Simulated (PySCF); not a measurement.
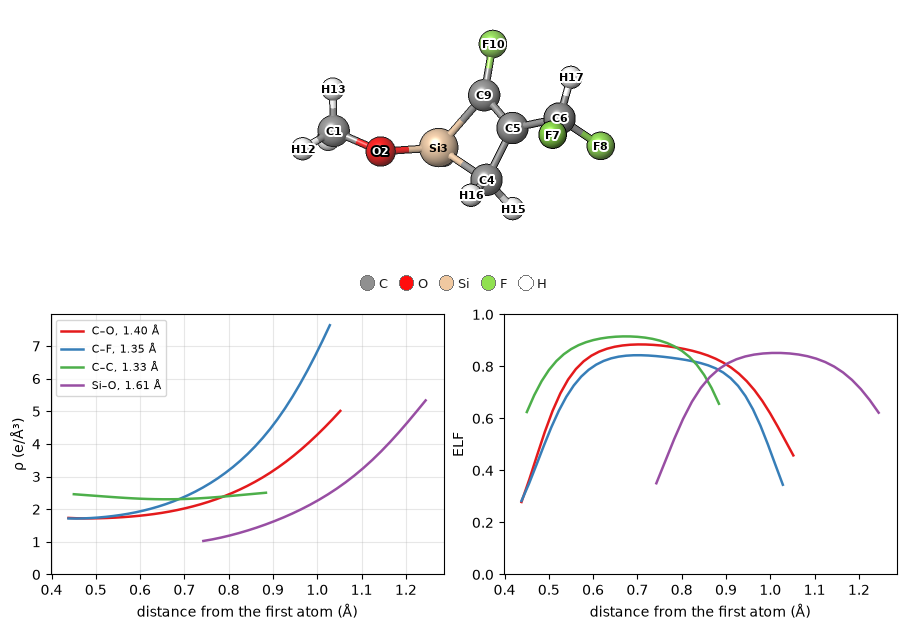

C₅H₇F₃OSi. Total electron density and electron localisation function along straight lines between neighbouring atoms. The curves leave out the atomic cores. The structure is drawn too.

Geometry: GFN2-xTB.

All numbers below come from PySCF 2.14.0, PBE0/pcSseg-1, SCF density, gas phase, non-relativistic.

```xyz
17

C    -3.2256    0.7854   -0.1746
O    -2.0964    0.0796    0.2661
Si   -0.7712   -0.4087   -0.4983
C     0.4662   -1.1948    0.7321
C     1.4515   -0.1030    0.3907
C     2.8383    0.0073    0.9230
F     2.8459    0.0259    2.2835
F     3.5854   -1.0753    0.5675
C     0.7969    0.6825   -0.4667
F     1.2842    1.7980   -1.0472
H    -3.6359    0.3333   -1.0787
H    -3.9692    0.7494    0.6213
H    -2.9681    1.8248   -0.3837
H    -1.0121   -1.0263   -1.7959
H     0.8475   -2.1836    0.4907
H     0.1912   -1.1898    1.7842
H     3.3646    0.9074    0.5695
```

Compare the contacts.

Answer. C–O (1.40 Å): the density is about 2 e/Å³ at the midpoint, with its minimum of 1.7 e/Å³ about 0.5 Å from C; the ELF peaks at about 0.90 between the atoms, as expected for a shared but strongly polarised pair.
C–F (1.35 Å): the density is about 2.2 e/Å³ at the midpoint, with its minimum of 1.7 e/Å³ about 0.5 Å from C; the ELF peaks at about 0.85 between the atoms: a polar covalent bond.
C–C (1.33 Å): ρ is about 2.3 e/Å³ halfway; the ELF peaks at about 0.90 between the atoms: a multiple bond.
Si–O (1.61 Å): the density is about 1.2 e/Å³ at the midpoint; the ELF peaks at about 0.85 between the atoms, as expected for a polar covalent bond.
